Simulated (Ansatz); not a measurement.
C3H4FGeNS (SMILES Fc1ncs[c]1[GeH3])

```json
{"atom": "C", "x (Å)": "-1.7581", "y (Å)": "-0.3238", "z (Å)": "-0.8239"}
{"atom": "C", "x (Å)": "-2.4425", "y (Å)": "-0.8157", "z (Å)": "-2.8154"}
{"atom": "C", "x (Å)": "-1.1220", "y (Å)": "0.7189", "z (Å)": "-1.4538"}
{"atom": "F", "x (Å)": "-1.6847", "y (Å)": "-0.5280", "z (Å)": "0.4779"}
{"atom": "Ge", "x (Å)": "-0.0101", "y (Å)": "2.0941", "z (Å)": "-0.6624"}
{"atom": "N", "x (Å)": "-2.4889", "y (Å)": "-1.1757", "z (Å)": "-1.5662"}
{"atom": "S", "x (Å)": "-1.4958", "y (Å)": "0.5891", "z (Å)": "-3.1312"}
{"atom": "H", "x (Å)": "-2.9547", "y (Å)": "-1.3454", "z (Å)": "-3.6216"}
{"atom": "H", "x (Å)": "0.4549", "y (Å)": "3.0241", "z (Å)": "-1.7933"}
{"atom": "H", "x (Å)": "-0.8294", "y (Å)": "2.8822", "z (Å)": "0.3700"}
{"atom": "H", "x (Å)": "1.2014", "y (Å)": "1.4411", "z (Å)": "0.0190"}
```

Geometry: PBE0-D3(BJ)/def2-SVP.

Computed with isolated molecule in a Gaussian basis; Kohn-Sham density functional theory, functional PBE0 in Ansatz.

### What can the converged electron density and electron localisation function tell about the bonding?

C–N (1.30 Å): the density is about 2.6 e/Å³ at the midpoint; the ELF peaks at about 0.90 between the atoms; localised, covalent bonding.
C–F (1.32 Å): ρ is about 2.4 e/Å³ halfway; the ELF peaks at about 0.85 between the atoms, as expected for a polar covalent bond.
C–C (1.37 Å): ρ is about 2.1 e/Å³ halfway; the ELF peaks at about 0.95 between the atoms; a covalent bond.
C–S (1.72 Å): ρ at the midpoint is about 1.5 e/Å³; the ELF peaks at about 0.90 between the atoms: localised, covalent bonding.

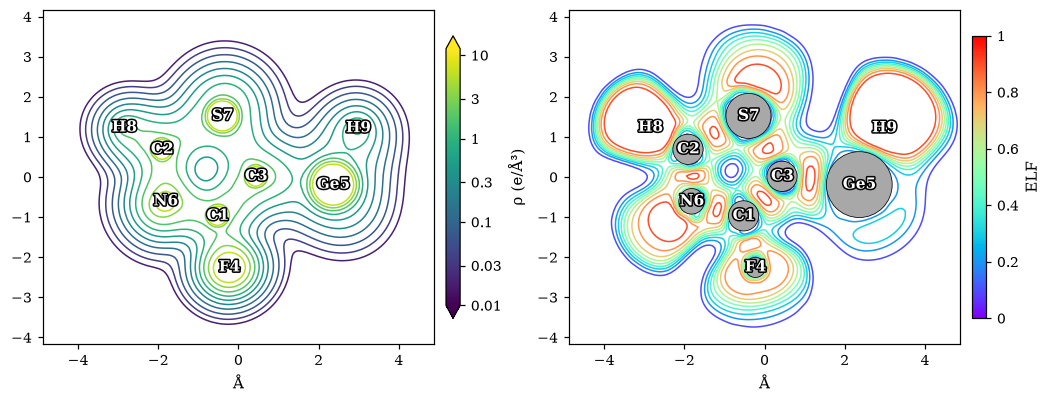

Computed electron density and electron localisation function on the plane of atoms N6, C2 and S7, in this order. Grey discs cover the atomic cores in the ELF map. 
